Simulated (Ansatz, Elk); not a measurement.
## How far do independent atoms describe ZnHI?

The structure of ZnHI used here is made up (a known structure type with other elements) and was relaxed beforehand with PBE. The aim is the Fourier transform of its all-electron density, F(hkl), set beside the sum over free spherical atoms that refinements use.

Method: DFT, PBE, all-electron APW+lo, Dirac cores, scalar-relativistic bands, static density, no spin, in Elk 11.2.3 (patched build).

The structure was built from a prototype and need not be the compound's stable phase.

### Step 1. Starting point

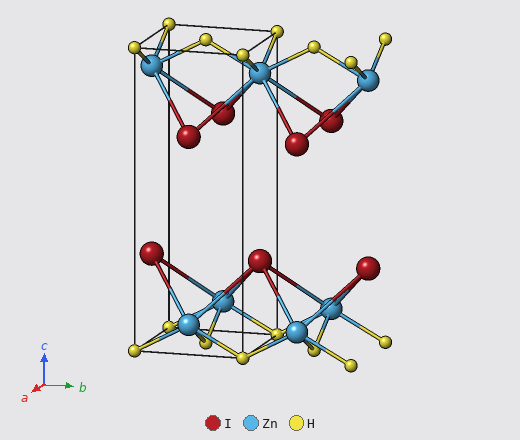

The cell as given, slightly off an axis (iodine red, zinc blue, hydrogen yellow). 1×2×1 cells are drawn. Some periodic images of atoms are drawn too.

### Step 2. Ground state and structure factors

An all-electron density is needed, since X-rays see the cores too. Task 0 finds the density and task 195 Fourier-transforms it; tshift is off so that phases refer to the origin typed.

Input file elk.in:

```
tasks
  0
  195

xctype
  20

spinpol
  .false.

rgkmax
  7.0

gmaxvr
  14.0

lmaxo
  7

lmaxapw
  8

swidth
  0.002

tshift
  .false.

ramdisk
  .false.

hmaxvr
  5.5

maxscl
  120

epspot
  1e-06

sppath
  './'

avec
  6.77049955347 -0.00000000000 0.00000000000
  -0.00000000000 6.77049955347 0.00000000000
  0.00000000000 0.00000000000 18.51181577381

atoms
  3
  'I.in'
  2
  0.5000000000 0.0000000000 0.2819404712   0.000000 0.000000 0.000000
  0.0000000000 0.5000000000 0.7180595288   0.000000 0.000000 0.000000
  'Zn.in'
  2
  0.5000000000 0.0000000000 0.9020000208   0.000000 0.000000 0.000000
  -0.0000000000 0.5000000000 0.0979999792   0.000000 0.000000 0.000000
  'H.in'
  2
  0.5000000000 0.5000000000 0.0000000000   0.000000 0.000000 0.000000
  0.0000000000 0.0000000000 0.0000000000   0.000000 0.000000 0.000000

ngridk
  6 6 3
```

Command:

```sh
OMP_NUM_THREADS=4 elk
```

Numbers of over 12 decimals in the logs are rounded to 6 here.

Output:

```text
┌─────────────────────────┐
│ Elk code version 11.2.3 │
└─────────────────────────┘

All units are atomic (Hartree, Bohr, etc.)

┌─────────────────────────────────────────────────┐
│ Ground-state run starting from atomic densities │
└─────────────────────────────────────────────────┘

Lattice vectors :
   6.770499553      -0.000000000       0.000000000
  -0.000000000       6.770499553       0.000000000
   0.000000000       0.000000000       18.51181577

Reciprocal lattice vectors :
  0.9280238862       0.000000000      -0.000000000
   0.000000000      0.9280238862      -0.000000000
  -0.000000000      -0.000000000      0.3394148572

Unit cell volume      :    848.5754189
Brillouin zone volume :   0.2923136918

Muffin-tin inner radius fraction :   0.1000000000E-01

Nuclei treated as point charges

Species : 1 (I)
 parameters loaded from : I.in
 name : iodine
 nuclear charge    :   -53.00000000
 electronic charge :    53.00000000
 atomic mass :    231332.6972
 muffin-tin radius :    2.600000000
 number of radial points in muffin-tin :   1193
 inner part over the whole radius :   0.9964907323E-02
 number on inner part of muffin-tin    :    851
 approximate nuclear radius :   0.9002358621E-04
 number of mesh points to nuclear radius :    431
 atomic positions (lattice), magnetic fields (Cartesian) :
  1 :   0.50000000  0.00000000  0.28194047    0.00000000  0.00000000  0.00000000
  2 :   0.00000000  0.50000000 -0.28194047    0.00000000  0.00000000  0.00000000

Species : 2 (Zn)
 parameters loaded from : Zn.in
 name : zinc
 nuclear charge    :   -30.00000000
 electronic charge :    30.00000000
 atomic mass :    119233.3130
 muffin-tin radius :    2.394135131
 number of radial points in muffin-tin :    993
 inner part over the whole radius :   0.9850932349E-02
 number on inner part of muffin-tin    :    701
 approximate nuclear radius :   0.7484757725E-04
 number of mesh points to nuclear radius :    337
 atomic positions (lattice), magnetic fields (Cartesian) :
  1 :   0.50000000  0.00000000 -0.09799998    0.00000000  0.00000000  0.00000000
  2 :   0.00000000  0.50000000  0.09799998    0.00000000  0.00000000  0.00000000

Species : 3 (H)
 parameters loaded from : H.in
 name : hydrogen
 nuclear charge    :   -1.000000000
 electronic charge :    1.000000000
 atomic mass :    1837.362221
 muffin-tin radius :    1.396578827
 number of radial points in muffin-tin :    393
 inner part over the whole radius :   0.9713723741E-02
 number on inner part of muffin-tin    :    258
 approximate nuclear radius :   0.2766748019E-04
 number of mesh points to nuclear radius :     78
 atomic positions (lattice), magnetic fields (Cartesian) :
  1 :   0.50000000  0.50000000  0.00000000    0.00000000  0.00000000  0.00000000
  2 :   0.00000000  0.00000000  0.00000000    0.00000000  0.00000000  0.00000000

Total number of atoms per unit cell :    6
Total muffin-tin volume :    285.0290372
 ratio of muffin-tin to unit cell volume :   0.3358912253

Spin treatment :
 spin-unpolarised

Number of Bravais lattice symmetries :   16
Number of crystal symmetries         :   16
Crystal has no inversion symmetry
Complex Hermitian eigensolver will be used

k-point grid :      6     6     3
k-point offset :    0.000000000       0.000000000       0.000000000
k-point set is reduced with full crystal symmetry group
Total number of k-points :       20

Muffin-tin radius times maximum |G+k| :    7.000000000
 using average radius
Maximum |G+k| for APW functions       :    3.286017828
Maximum (1/2)|G+k|²                   :    5.398956583
Maximum |G| for potential and density :    14.00000000
Constant for pseudocharge density :    9
 order of it for each species :   16  16  16
 order of it for pair densities of each species (exact exchange by exxq0 0: 17) :   14  12   4
Radial integration step length :    1

G-vector grid sizes :     32    32    84
Number of G-vectors :    39271

Maximum angular momentum used for
 APW functions            :    8
 outer part of muffin-tin :    7
[...]
Charges :
 core                        :    96.00000000
 valence                     :    72.00000000
 interstitial                :    7.482130014
 muffin-tins (core leakage)
  species : 1 (I)
   atom 1                    :    50.85840325     (  0.2002532212E-03)
   atom 2                    :    50.85840325     (  0.2002532212E-03)
  species : 2 (Zn)
[...]
species : 3 (H)
   atom 1                    :   0.8430271495     (   0.000000000    )
   atom 2                    :   0.8430271495     (   0.000000000    )
 total in muffin-tins        :    160.5178700
 total calculated charge     :    167.9994931
 total charge                :    168.0000000
 error                       :   0.5068952719E-03

RMS change in Kohn-Sham potential (target) :    42.28551260     (  0.1000000000E-05)
Absolute change in total energy (target)   :    2.028832569     (  0.1000000000E-03)

[... loops 3 to 54 left out ...]

┌──────────────────┐
│ Loop number : 55 │
└──────────────────┘

Energies :
 Fermi                       :     0.119539
 sum of occupied eigenvalues :     -10740.585484576
 electron kinetic            :      18749.959454796
 core electron kinetic       :      17942.644186483
 Coulomb                     :     -36074.122686618
 Coulomb potential           :     -28829.046810484
 nuclear-nuclear             :     -1610.8534413776
 electron-nuclear            :     -40125.576484011
 Hartree                     :      5662.3072387697
 Madelung                    :     -21659.599281376
 xc potential                :     -661.49812888865
 exchange                    :     -498.62443630522
 correlation                 :     -8.695339
 electron entropic           :    -0.12775605631670E-02
 total energy                :     -17831.484284570

Density of states at Fermi energy :    103.2949490
 (states/Hartree/unit cell)

Estimated indirect band gap :   0.2549733194E-02
 from k-point 9 to k-point 3
Estimated direct band gap   :   0.2639891372E-01
 at k-point 1

Charges :
 core                        :    96.00000000
 valence                     :    72.00000000
 interstitial                :    7.338493477
 muffin-tins (core leakage)
  species : 1 (I)
[...]
species : 2 (Zn)
[...]
species : 3 (H)
   atom 1                    :   0.7444874365     (   0.000000000    )
   atom 2                    :   0.7444874365     (   0.000000000    )
 total in muffin-tins        :    160.6615065
 total calculated charge     :    167.9994683
 total charge                :    168.0000000
 error                       :   0.5316816775E-03

RMS change in Kohn-Sham potential (target) :   0.1794135124E-06 (  0.1000000000E-05)
Absolute change in total energy (target)   :   0.1397747837E-06 (  0.1000000000E-03)

Convergence targets achieved

┌──────────────────┐
│ Loop number : 56 │
└──────────────────┘

Energies :
 Fermi                       :     0.119539
 sum of occupied eigenvalues :     -10740.585484476
 electron kinetic            :      18749.959454826
 core electron kinetic       :      17942.644186548
 Coulomb                     :     -36074.122686575
 Coulomb potential           :     -28829.046810445
 nuclear-nuclear             :     -1610.8534413776
 electron-nuclear            :     -40125.576483961
 Hartree                     :      5662.3072387629
 Madelung                    :     -21659.599281353
 xc potential                :     -661.49812885754
 exchange                    :     -498.62443630295
 correlation                 :     -8.695339
 electron entropic           :    -0.12775604810302E-02
 total energy                :     -17831.484284495

Density of states at Fermi energy :    103.2949399
 (states/Hartree/unit cell)

Estimated indirect band gap :   0.2549734016E-02
 from k-point 9 to k-point 3
Estimated direct band gap   :   0.2639891256E-01
 at k-point 1

Charges :
 core                        :    96.00000000
 valence                     :    72.00000000
 interstitial                :    7.338493480
 muffin-tins (core leakage)
  species : 1 (I)
[...]
atom 2                    :    50.87777354     (  0.1988229634E-03)
  species : 2 (Zn)
   atom 1                    :    28.70849228     (  0.8307708579E-04)
   atom 2                    :    28.70849228     (  0.8307708579E-04)
  species : 3 (H)
   atom 1                    :   0.7444874378     (   0.000000000    )
   atom 2                    :   0.7444874378     (   0.000000000    )
 total in muffin-tins        :    160.6615065
 total calculated charge     :    167.9994683
 total charge                :    168.0000000
 error                       :   0.5316816790E-03

┌──────────────────────────────┐
│ Self-consistent loop stopped │
└──────────────────────────────┘

Warning : core states of species 1 leak from the muffin-tin :   0.1988229634E-03

Wrote STATE.OUT
```

Elapsed: 2.2 min, on 4 threads of Arm Neoverse V2, shared host; peak memory 0.26 GiB.

SFACRHO.OUT:

```text

h k l indices transformed by vhmat matrix:
   1.000000000       0.000000000       0.000000000    
   0.000000000       1.000000000       0.000000000    
   0.000000000       0.000000000       1.000000000    

      h      k      l  multipl.   |H|            Re(F)            Im(F)           |F|

      0      0      0      1   0.0000000       168.00000      0.99884678E-17   168.00000    
      0      0     -1      2  0.33941486       29.173429      0.88034175E-14   29.173429    
      0      0      2      2  0.67882971      -70.055707     -0.11732587E-13   70.055707    
      1      0      0      4  0.92802389       0.0000000      0.86577032E-14  0.86577032E-14
      0      1      1      4  0.98814512     -0.58881748E-14   59.815821       59.815821    
      0      1     -1      4  0.98814512     -0.14697436E-13  -59.815821       59.815821    
      0      0     -3      2   1.0182446       38.850210     -0.14790503E-13   38.850210    
     -1      0      2      4   1.1497992      0.29532877E-13   81.872053       81.872053    
      0      1      2      4   1.1497992     -0.36778092E-13  -81.872053       81.872053    
      1      1      0      4   1.3124240      -132.32879      0.15996459E-13   132.32879    
      1      1     -1      8   1.3556029      -21.208527     -0.30225796E-14   21.208527    
      0      0     -4      2   1.3576594       22.357602     -0.50133809E-13   22.357602    
      0     -1     -3      4   1.3776975     -0.41217224E-13   114.98799       114.98799    
      0      1      3      4   1.3776975     -0.41217224E-13  -114.98799       114.98799    
     -1     -1      2      8   1.4775881       60.907912      0.14808735E-13   60.907912    
     -1      0     -4      4   1.6445265      0.32407962E-13   28.569274       28.569274    
      1      0      4      4   1.6445265      0.32407962E-13  -28.569274       28.569274    
     -1     -1      3      8   1.6611077      -31.532895     -0.20507298E-13   31.532895
```

Elk indexes on the primitive cell of elk.in and gives |H| = 4π sin θ/λ in inverse bohr. Below, one row stands for each form hkl of the conventional cell (m members, Friedel mates merged), F is for one primitive cell and the density is static (no thermal factor). Free-atom factors are Waasmaier and Kirfel's, and R is Σm||F|−|F'||/Σm|F|.

| hkl | m | sin θ/λ (Å⁻¹) | abs F, DFT | neutral atoms | diff. | abs of complex diff. | ions | diff. |
| --- | --- | --- | --- | --- | --- | --- | --- | --- |
| 001 | 2 | 0.051 | 29.173 | 29.183 | -0.010 | 0.010 | 27.686 | +1.488 |
| 002 | 2 | 0.102 | 70.056 | 70.064 | -0.009 | 0.009 | 70.420 | -0.364 |
| 100 | 4 | 0.140 | 0.000 | 0.000 | +0.000 | 0.000 | 0.000 | +0.000 |
| 101 | 8 | 0.149 | 59.816 | 59.538 | +0.277 | 0.277 | 59.955 | -0.139 |
| 003 | 2 | 0.153 | 38.850 | 38.591 | +0.259 | 0.259 | 39.024 | -0.173 |
| 102 | 8 | 0.173 | 81.872 | 82.137 | -0.265 | 0.265 | 81.799 | +0.073 |
| 110 | 4 | 0.197 | 132.329 | 132.790 | -0.461 | 0.461 | 132.531 | -0.202 |
| 111 | 8 | 0.204 | 21.209 | 21.691 | -0.482 | 0.482 | 21.670 | -0.461 |
| 004 | 2 | 0.204 | 22.358 | 21.831 | +0.527 | 0.527 | 21.779 | +0.578 |
| 103 | 8 | 0.207 | 114.988 | 115.251 | -0.263 | 0.263 | 115.180 | -0.192 |
| 112 | 8 | 0.222 | 60.908 | 60.607 | +0.301 | 0.301 | 60.466 | +0.442 |
| 104 | 8 | 0.247 | 28.569 | 28.444 | +0.125 | 0.125 | 28.216 | +0.353 |
| 113 | 8 | 0.250 | 31.533 | 31.578 | -0.046 | 0.046 | 31.453 | +0.080 |
| 005 | 2 | 0.255 | 109.096 | 109.679 | -0.583 | 0.583 | 109.847 | -0.751 |
| 200 | 4 | 0.279 | 118.790 | 118.984 | -0.194 | 0.194 | 119.164 | -0.374 |
| 201 | 8 | 0.284 | 20.212 | 20.378 | -0.166 | 0.166 | 20.599 | -0.388 |
| 114 | 8 | 0.284 | 18.408 | 18.389 | +0.019 | 0.019 | 18.143 | +0.265 |
| 105 | 8 | 0.291 | 37.197 | 37.271 | -0.075 | 0.075 | 37.219 | -0.022 |
| 202 | 8 | 0.297 | 53.365 | 53.404 | -0.039 | 0.039 | 53.283 | +0.083 |
| 006 | 2 | 0.306 | 60.157 | 60.504 | -0.347 | 0.347 | 60.751 | -0.595 |
| 210 | 8 | 0.312 | 0.000 | 0.000 | +0.000 | 0.000 | 0.000 | +0.000 |
| 211 | 16 | 0.316 | 47.139 | 47.015 | +0.124 | 0.124 | 46.818 | +0.321 |

The ions are Zn2+, H− and I−, by formal charge.

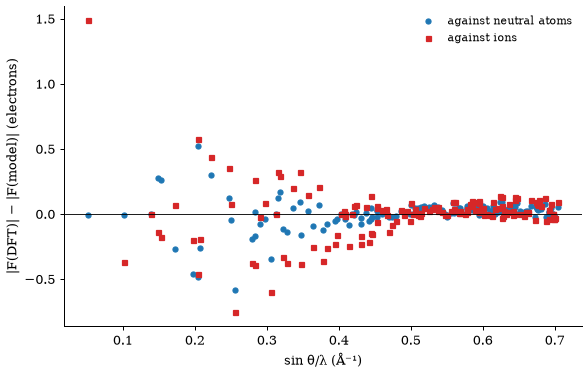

Difference between the calculated structure factors and the independent-atom ones.

### Step 3. The highest occupied states alone

An energy window below the Fermi level keeps the highest occupied states, to see at which angles they scatter; shallow core shells can lie inside it and anion s states outside. No new self-consistency is needed.

elk.in: that of step 2 with these lines changed.

```diff
@@ -1,3 +1,2 @@
 tasks
-  0
   195
@@ -40,2 +39,5 @@
 
+wsfac
+  -0.321450 0.419540
+
 sppath
```

Command:

```sh
OMP_NUM_THREADS=4 elk
```

Output:

```text
┌─────────────────────────────────┐
│ Elk code version 11.2.3 started │
└─────────────────────────────────┘

Info(readinput): the functional depends on the density's gradient
 muffin-tin radial points multiplied by    2.00000
 (not where nrmtscf is given)

┌────────────────────┐
│ Current task : 195 │
└────────────────────┘
Info(checkmt): changed muffin-tin radius of species 2 (Zn) from   2.4000 to   2.3941
Info(checkmt): changed muffin-tin radius of species 3 (H) from   1.4000 to   1.3966

Info(sfacrho): density structure factors written to SFACRHO.OUT

 Energy window :  -0.3214500000      0.4195400000

┌──────────────────┐
│ Elk code stopped │
└──────────────────┘
```

Elapsed: 13 s, on 4 threads; peak memory 0.18 GiB; 15 s of CPU time.

States within 12 eV below the Fermi level hold 36.78 electrons; any levels below the window count with the cores, and a count that is not whole means the window cuts a band. Their amplitudes can exceed the total, where window and core parts have opposite phase:

| hkl | sin θ/λ (Å⁻¹) | abs F, window | abs F, all |
| --- | --- | --- | --- |
| 001 | 0.051 | 18.569 | 29.173 |
| 002 | 0.102 | 2.610 | 70.056 |
| 100 | 0.140 | 0.000 | 0.000 |
| 101 | 0.149 | 6.616 | 59.816 |
| 003 | 0.153 | 1.305 | 38.850 |
| 102 | 0.173 | 16.381 | 81.872 |
| 110 | 0.197 | 15.306 | 132.329 |
| 111 | 0.204 | 10.711 | 21.209 |
| 004 | 0.204 | 9.682 | 22.358 |
| 103 | 0.207 | 14.895 | 114.988 |

### Step 4. Another functional

The difference from free atoms is small, so it is set against the change that LDA (Perdew-Wang) makes.

elk.in: that of step 3 with these lines changed.

```diff
@@ -1,2 +1,3 @@
 tasks
+  0
   195
@@ -4,3 +5,3 @@
 xctype
-  20
+  3
 
@@ -39,5 +40,2 @@
 
-wsfac
-  -0.321450 0.419540
-
 sppath
```

Command:

```sh
OMP_NUM_THREADS=4 elk
```

Output:

```text
┌─────────────────────────┐
│ Elk code version 11.2.3 │
└─────────────────────────┘

All units are atomic (Hartree, Bohr, etc.)

┌─────────────────────────────────────────────────┐
│ Ground-state run starting from atomic densities │
└─────────────────────────────────────────────────┘

Lattice vectors :
   6.770499553      -0.000000000       0.000000000
  -0.000000000       6.770499553       0.000000000
   0.000000000       0.000000000       18.51181577

Reciprocal lattice vectors :
  0.9280238862       0.000000000      -0.000000000
[...]
atom 2                    :    28.74938455     (  0.8353786327E-04)
  species : 3 (H)
   atom 1                    :   0.7133830895     (   0.000000000    )
   atom 2                    :   0.7133830895     (   0.000000000    )
 total in muffin-tins        :    160.6551685
 total calculated charge     :    167.9994668
 total charge                :    168.0000000
 error                       :   0.5332492986E-03

┌──────────────────────────────┐
│ Self-consistent loop stopped │
└──────────────────────────────┘

Warning : core states of species 1 leak from the muffin-tin :   0.1961805267E-03

Wrote STATE.OUT
[key lines of the parts left out:]
total energy                :     -17814.580674082
```

It took 39 s on 4 threads; peak memory 0.21 GiB.

Against the first run R = 0.04 %; the largest change is -0.088 at 115.

### Step 5. Basis size

The basis and the expansions that go with it are enlarged, to see whether the differences are converged.

elk.in: that of step 4 with these lines changed.

```diff
@@ -5,3 +5,3 @@
 xctype
-  3
+  20
 
@@ -11,12 +11,12 @@
 rgkmax
-  7.0
+  8.5
 
 gmaxvr
-  14.0
+  18.0
 
 lmaxo
-  7
+  9
 
 lmaxapw
-  8
+  10
```

Command:

```sh
OMP_NUM_THREADS=4 elk
```

Output:

```text
┌─────────────────────────┐
│ Elk code version 11.2.3 │
└─────────────────────────┘

All units are atomic (Hartree, Bohr, etc.)

┌─────────────────────────────────────────────────┐
│ Ground-state run starting from atomic densities │
└─────────────────────────────────────────────────┘

Lattice vectors :
   6.770499553      -0.000000000       0.000000000
  -0.000000000       6.770499553       0.000000000
   0.000000000       0.000000000       18.51181577

Reciprocal lattice vectors :
  0.9280238862       0.000000000      -0.000000000
[...]
atom 2                    :    28.70987099     (  0.8306037862E-04)
  species : 3 (H)
   atom 1                    :   0.7460435230     (   0.000000000    )
   atom 2                    :   0.7460435230     (   0.000000000    )
 total in muffin-tins        :    160.6704410
 total calculated charge     :    167.9993769
 total charge                :    168.0000000
 error                       :   0.6231443911E-03

┌──────────────────────────────┐
│ Self-consistent loop stopped │
└──────────────────────────────┘

Warning : core states of species 1 leak from the muffin-tin :   0.1988431113E-03

Wrote STATE.OUT
[key lines of the parts left out:]
total energy                :     -17831.489945772
```

It took 5.5 min on 4 threads; peak memory 0.5 GiB.

Against the first run R = 0.00 %; the largest change is -0.004 at 310.

### Step 6. Settings against the effect

| run | R against the first run (%) | R against neutral atoms, low angle (%) | wall time |
| --- | --- | --- | --- |
| PBE, rgkmax 7 | 0.00 | 0.38 | 2.2 min |
| LDA (Perdew-Wang) | 0.04 | 0.38 | 39 s |
| rgkmax 8.5 with larger expansions | 0.00 | 0.38 | 5.5 min |

### Step 7. Summary of results

| Property | Result |
| --- | --- |
| R against neutral atoms, sin θ/λ < 0.3 Å⁻¹ | 0.38 % |
| R against neutral atoms, 0.3 to 0.71 Å⁻¹ | 0.12 % |
| R against ions, below 0.3 Å⁻¹ | 0.50 % |

What this shows: Independent neutral atoms miss the calculated amplitudes by R = 0.38 % below 0.3 Å⁻¹ and 0.12 % from there to 0.71 Å⁻¹; by shells, 0.33 % below 0.15 Å⁻¹ (3 forms), 0.39 % 0.15 to 0.3 (15 forms), 0.14 % 0.3 to 0.45 (29 forms), 0.11 % above 0.45 (95 forms). Bonding, aspherical density and the tables' own atoms all enter these figures, and the runs don't part them. The largest change of an amplitude is -0.58 electrons, at 005. Formal ions give R = 0.50 % at low angle, further off than neutral atoms. The window's part falls from 36.8 electrons at the origin to at most 5.66 between 0.45 and 0.71 Å⁻¹, where compact states inside the window still scatter. Below 0.3 Å⁻¹ the changes that finished (LDA (Perdew-Wang) and rgkmax 8.5 with larger expansions) move F by R = 0.07 % at most, against the 0.38 % that separates it from free atoms. The k-mesh has no finished test. Part of the difference isn't bonding: the tables are fits to free atoms and ions calculated by other methods than this functional. Thermal motion, anomalous dispersion and extinction are left out.

[Logs are printed without paths, hosts, clocks, repeated set-up lines and the standing remarks that a program may print on its own settings, such as how far it seeks lower states.]

[Hosts, paths, dates, database ids (printed as entryN), source tags and the programs' standing remarks are cut or masked in the printed files.]
